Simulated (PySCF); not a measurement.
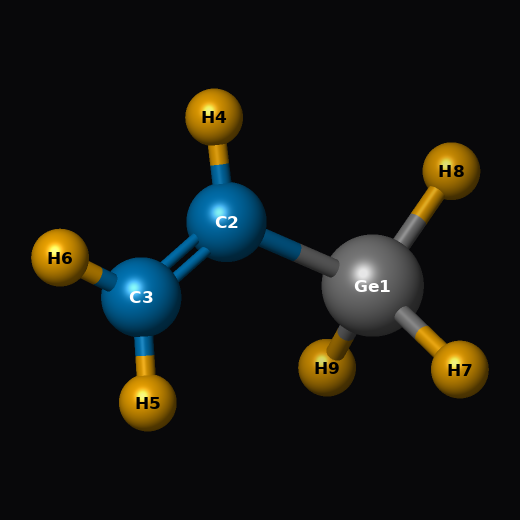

The geometry was computed by an optimisation with PBE0-D3(BJ)/def2-SVP. No frequency run is at hand to confirm it as a minimum. Method: PBE/pcJ-1 (pcSseg-1 on Ge) indirect spin-spin coupling, non-relativistic, gas phase (PySCF 2.14.0). Isotopes: 13C, 1H.

Give the spin–spin coupling constants of these pairs, with the number of bonds between them: C3/H5, C3/H6, C3/H8, H4/H6.

```
  pair  bonds apart  J (Hz)
C3, H5            1   152.3
C3, H6            1   153.7
C3, H8            3     8.3
H4, H6            3    13.8
```
